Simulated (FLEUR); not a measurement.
## Convergence study of the basis cutoff for LaBi (I4mm, 2 atoms in the cell)

```yaml
crystal:
  lattice:
    - [0.00000, 3.34826, 3.34826]
    - [3.34826, 0.00000, 3.34826]
    - [3.34826, 3.34826, 0.00000]
  atoms:
    - { symbol: La, position: [0.50747, 0.50747, 0.49253] }
    - { symbol: Bi, position: [0.00000, 0.00000, 0.00000] }
```

Computed with PBEsol, all-electron FLAPW (FLEUR), scalar-relativistic valence in FLEUR.

Base settings: Kmax = 3.8 1/bohr; GmaxXC = 15.2 1/bohr; xcFunctional = PBEs; jspins = 1; l_soc = F; mode = hist; fermiSmearingEnergy = 0.00367493 Htr; mesh (inpgen div1-3) = 3 3 3; inpgen gamma flag = false; Gmax = 15.2 1/bohr.

Moved along: Gmax, GmaxXC.

The second cell is the first with its lattice scaled by 0.98.

The mesh stays at the base's, so the ladder's end is converged at best in this setting alone.

Only quantities that move along the ladder and can be compared are tabulated.

Core times come from one kind of shared machine, to one figure; runs under 30 s give none.

The starting cell comes from a database of computed structures (which also holds hypothetical and non-ambient phases and stackings), without a prior relaxation at this level. Its lattice was rescaled by up to half a per cent. One atom was moved a little off its site on purpose. Values depend on the basis (sphere radii, cutoffs, local orbitals), which need not be converged.

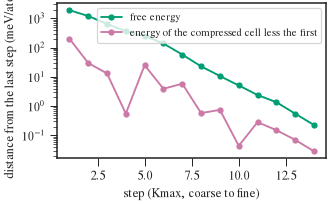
*Distance from the last step along the ladder; very small values are drawn at a floor.*

```tsv
Kmax	free energy less the last step's (meV/atom)	energy of the compressed cell less the first (meV/atom)	largest difference of a force vector from the last step's (eV/Å)	core time / last (rough)
2.25 1/bohr	1912.83	187.12	0.026	–
2.4 1/bohr	1207.55	12.72	0.090	–
2.55 1/bohr	649.48	-30.37	0.047	–
2.69 1/bohr	365.30	-16.68	0.006	–
2.82 1/bohr	254.37	-42.40	0.005	0.2
2.94 1/bohr	138.99	-13.32	0.002	0.2
3.18 1/bohr	57.87	-11.37	0.001	0.2
3.4 1/bohr	22.95	-16.66	0.000	0.3
3.6 1/bohr	10.74	-16.49	0.000	0.3
3.8 1/bohr	5.12	-17.19	0.000	0.4
3.99 1/bohr	2.40	-16.95	0.000	0.4
4.16 1/bohr	1.37	-17.08	0.000	0.4
4.42 1/bohr	0.55	-17.16	0.000	0.6
4.65 1/bohr	0.23	-17.21	0.000	0.5
5.03 1/bohr	0.00	-17.24	0.000	1
```

Coarsest Kmax that holds the free energy within 2 meV/atom of the last step, with all finer ones: 4.16 1/bohr, at about 0.4 of the last step's time; the step before is off by 2.4 meV/atom.

Coarsest Kmax that holds the energy of the compressed cell less the first within 1 meV/atom of the last step, with all finer ones: 3.4 1/bohr, at about 0.3 of the last step's time; the step before is off by 5.9 meV/atom.

Coarsest Kmax that holds the forces within 0.01 eV/Å of the last step, with all finer ones: 2.69 1/bohr; the step before is off by 0.047 eV/Å.

The energy difference between the two cells stays within 1 meV/atom of the last step's from 3.4 1/bohr on, the total only from 4.42 1/bohr on: much of the error is common to both cells and cancels.
